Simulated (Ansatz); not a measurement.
**Run report: Cu₂O, geometry relaxation**

The run: geometry relaxation of Cu₂O, multiplicity 3. Method and program: UKS r2SCAN-D4/def2-TZVP (Ansatz 0.2.0).

The geometry: r2SCAN-D4/def2-TZVP start. Figures and captions count atoms from 1; the log counts them from 0 in places.

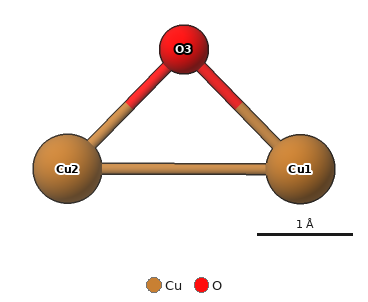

Figure 1. The structure as given in the input (ball-and-stick view, seen on its broad side; atoms are numbered from 1 in the order of the input). Sticks mark near contacts.

### Input file
```yaml
crystal:
  periodic: [false, false, false]
  atoms:
    - {symbol: Cu, position_ang: [-0.025513, -1.295827, -0.016426]}
    - {symbol: Cu, position_ang: [-0.774367, 1.039229, 0.020766]}
    - {symbol: O, position_ang: [0.799889, 0.256589, -0.004339]}
basis:
  gaussian: {orbitals: def2-TZVP}
magnetization: {spin_polarized: true, initial_magnetization: 2}
hamiltonian: {xc: r2scan, dispersion: d4}
scf: {lower_state_search: "off"}
output: {orbitals: {seedname: orbitals}}
relax: {f_tol: 0.02, max_steps: 100}
```

Hardware: 2 threads of Arm Neoverse V1, 23 GiB of memory available, shared host.

Run as:
```bash
ansatz run in.yaml --threads 2 --pin off --events-out ev --progress --plain --max-ram 4352MiB
```

### The program's output
```
Functional definition: r2SCAN
  name "r2SCAN"
  cite "Furness, Kaplan, Ning, Perdew & Sun, J. Phys. Chem. Lett. 11, 8208 (2020) doi:10.1021/acs.jpclett.0c02405"
  cite "Furness, Kaplan, Ning, Perdew & Sun, J. Phys. Chem. Lett. 11, 9248 (2020) doi:10.1021/acs.jpclett.0c03077"
  parent r2scan
  parameter k0 = 0.174
  parameter k1 = 0.065
  parameter a1 = 4.9479
  exchange = r2scan_x(k0 = k0, k1 = k1, a1 = a1)
  correlation = r2scan_c
these checks for a lower state are left out or cut short: stability, starts, cluster_reference, orbital_swaps, neighbouring_geometries, increment
1057 factors; their error is unknown
mean field evaluation 1: about -91315.1257 eV, gradient 5.6e1 eV
mean field evaluation 2: about -91141.8558 eV, gradient 1.5e2 eV
mean field evaluation 4: about -91321.2567 eV, gradient 5.0e1 eV
mean field evaluation 8: about -91326.3371 eV, gradient 2.2e0 eV
mean field evaluation 16: about -91326.3007 eV, gradient 1.3e-2 eV
mean field -91326.30066207 eV, -3356.1796461411 hartree, gradient 2.4e-6 eV, S^2 2.015732; 0 other end points of the search recorded, 0 dependent functions left out
the calculation of the forces begins
reference -91326.30068563 eV, -3356.1796470068 hartree; 34, 32 occupied and 87, 89 virtual orbitals, 1057 factors
relax step   1: F+E_penalty+E_count = -91326.31293946 eV  Δ(F+E_penalty+E_count) = +0.000e0 eV  max|allowed force component| = 1.031e0 eV/Å  Δτ_max = 0.0000 Å  (26 SCF iters, accepted)
these checks for a lower state are left out or cut short: stability, starts, cluster_reference, orbital_swaps, neighbouring_geometries, increment
1057 factors; their error is unknown
mean field evaluation 32: about -91326.3187 eV, gradient 6.8e-2 eV
mean field -91326.31871014 eV, -3356.1803093955 hartree, gradient 1.6e-6 eV, S^2 2.016283; 0 other end points of the search recorded, 0 dependent functions left out
the calculation of the forces begins
reference -91326.31873376 eV, -3356.1803102635 hartree; 34, 32 occupied and 87, 89 virtual orbitals, 1057 factors
relax step   2: F+E_penalty+E_count = -91326.33097761 eV  Δ(F+E_penalty+E_count) = -1.804e-2 eV  max|allowed force component| = 6.920e-1 eV/Å  Δτ_max = 0.0106 Å  (29 SCF iters, accepted)
these checks for a lower state are left out or cut short: stability, starts, cluster_reference, orbital_swaps, neighbouring_geometries, increment
1057 factors; their error is unknown
mean field -91326.33499873 eV, -3356.1809079900 hartree, gradient 2.9e-6 eV, S^2 2.017703; 0 other end points of the search recorded, 0 dependent functions left out
the calculation of the forces begins
reference -91326.33502246 eV, -3356.1809088622 hartree; 34, 32 occupied and 87, 89 virtual orbitals, 1057 factors
relax step   3: F+E_penalty+E_count = -91326.34724622 eV  Δ(F+E_penalty+E_count) = -1.627e-2 eV  max|allowed force component| = 9.658e-2 eV/Å  Δτ_max = 0.0258 Å  (28 SCF iters, accepted)
these checks for a lower state are left out or cut short: stability, starts, cluster_reference, orbital_swaps, neighbouring_geometries, increment
1057 factors; their error is unknown
mean field -91326.33747706 eV, -3356.1809990670 hartree, gradient 1.7e-6 eV, S^2 2.018688; 0 other end points of the search recorded, 0 dependent functions left out
the calculation of the forces begins
reference -91326.33750080 eV, -3356.1809999396 hartree; 34, 32 occupied and 87, 89 virtual orbitals, 1057 factors
relax step   4: F+E_penalty+E_count = -91326.34971380 eV  Δ(F+E_penalty+E_count) = -2.468e-3 eV  max|allowed force component| = 1.815e-2 eV/Å  Δτ_max = 0.0189 Å  (29 SCF iters, accepted)
```

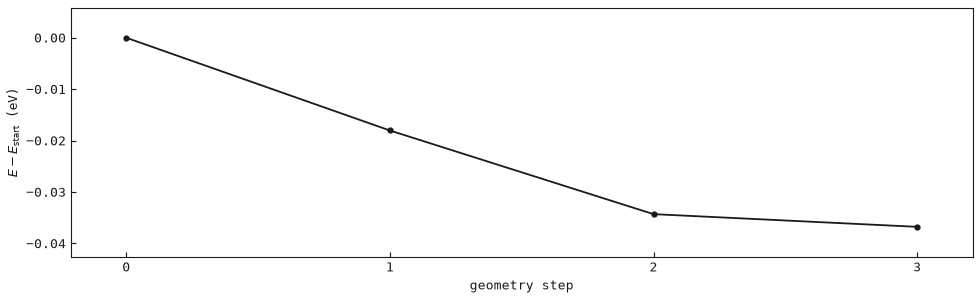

Figure 2. Progress of the relaxation, step by step (the first geometry is step 0 here and step 1 in the log).

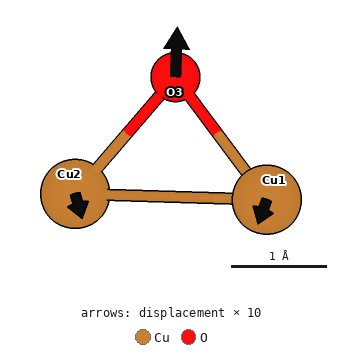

Figure 3. The starting structure with the displacements as black arrows, magnified 10 times (ball-and-stick view, seen at a tilt). The two geometries are laid on each other by the best rigid fit. The atom that moves furthest after the best rigid fit is O3 (0.054 Å). By element the largest moves are O 0.054 Å, Cu 0.029 Å. Distances before and after: Cu1–O3 1.758 → 1.810 Å, Cu1–Cu2 2.452 → 2.432 Å. Among the angles that change: Cu1–O3–Cu2 88.4° → 84.4°, Cu2–Cu1–O3 45.8° → 47.8°. After 3 geometry steps the energy has fallen by 0.037 eV. Largest force component: 1 eV/Å at the start, 0.018 eV/Å at the end. (Atoms are counted from 1 in the order of the input.)

```
Total energy: -91326.34973755 eV, -3356.1814496317 hartree
Atom 0 at    -0.054336    -1.294065    -0.016128 Å, force    -0.005240     0.018155     0.000284 eV/Å
Atom 1 at    -0.796788     1.021029     0.020746 Å, force     0.006296    -0.017816    -0.000289 eV/Å
Atom 2 at     0.851133     0.273027    -0.004617 Å, force    -0.001056    -0.000339     0.000006 eV/Å
Dipole moment:    -0.387474    -0.124297     0.002102 e Å
Checks for a lower state left out: stability, starts, cluster_reference, orbital_swaps, neighbouring_geometries, increment
```

### Trajectory as extended XYZ (Å, eV, eV/Å), 4 frames, from step=1 to step=4
```
3
Properties=species:S:1:pos:R:3:forces:R:3 step=1 energy=-91326.31294
Cu   -0.0255   -1.2958   -0.0164   -0.3481  -0.6874  -0.0055
Cu   -0.7744    1.0392    0.0208   -0.6829   0.3567   0.0111
O     0.7999    0.2566   -0.0043    1.0310   0.3307  -0.0056
3
Properties=species:S:1:pos:R:3:forces:R:3 step=2 energy=-91326.33098
Cu   -0.0293   -1.3015   -0.0165   -0.2475  -0.4182  -0.0030
Cu   -0.7807    1.0417    0.0209   -0.4445   0.1962   0.0068
O     0.8100    0.2598   -0.0044    0.6920   0.2220  -0.0038
3
Properties=species:S:1:pos:R:3:forces:R:3 step=3 energy=-91326.34725
Cu   -0.0409   -1.3074   -0.0164   -0.0623   0.0282   0.0010
Cu   -0.7936    1.0397    0.0210   -0.0343  -0.0592  -0.0004
O     0.8345    0.2677   -0.0045    0.0966   0.0310  -0.0005
3
Properties=species:S:1:pos:R:3:forces:R:3 step=4 energy=-91326.34971
Cu   -0.0543   -1.2941   -0.0161   -0.0052   0.0182   0.0003
Cu   -0.7968    1.0210    0.0207    0.0063  -0.0178  -0.0003
O     0.8511    0.2730   -0.0046   -0.0011  -0.0003   0.0000
```

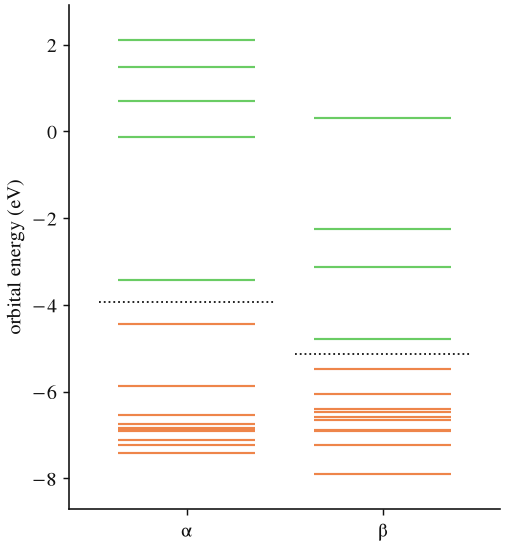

Figure 4. Orbital energies near the frontier for α and β spins; the dotted line parts filled from empty levels, and levels within 0.02 eV of each other stand side by side. α: highest filled −4.44 eV, lowest empty −3.43 eV, 1.01 eV apart; β: highest filled −5.48 eV, lowest empty −4.78 eV, 0.70 eV apart.

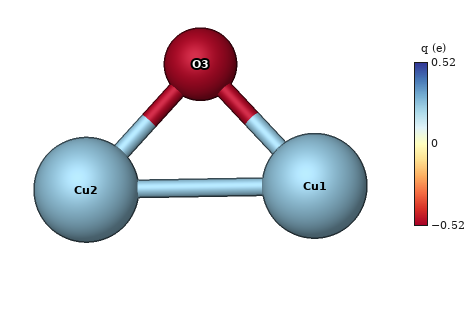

Figure 5. Mulliken charges, as the colour of each atom (ball-and-stick view, seen at a tilt; atoms are numbered from 1 in the order of the input). By element: Cu +0.25 and O −0.50 e.

### Key numbers

- outcome: converged
- total energy: −91326.3497 eV
- mean-field energy: −91326.3375 eV
- dispersion energy: −0.0122 eV
- ⟨S²⟩: 2.019
- HOMO (either spin): −4.44 eV
- LUMO (either spin): −4.78 eV
- largest force (length of the vector) at the end: 0.019 eV/Å
- dipole moment: 1.95 D
- wall time: 20 s (CPU time 38 s)
- peak memory: 0.18 GiB
